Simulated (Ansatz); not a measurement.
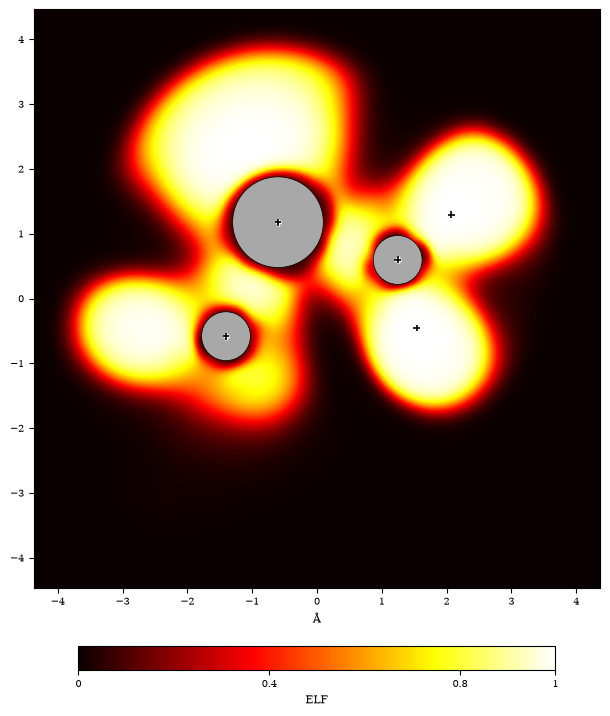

The ELF on a plane through atoms (crosses mark nuclei in the plane; grey discs cover the cores).

All numbers below come from Ansatz, RKS PBE-D4/def2-SVP.

Candidates:
A. CH₆AlBS
B. C₂H₈OSi₂
C. BF₂GeH₃

Which system is this?

Answer. Candidate B: C₂H₈OSi₂ on the plane of atoms C2, Si3 and C4, which holds C, Si and H. C–Si (1.93 Å): the ELF peaks at about 0.95 between the atoms, as expected for a shared electron pair.
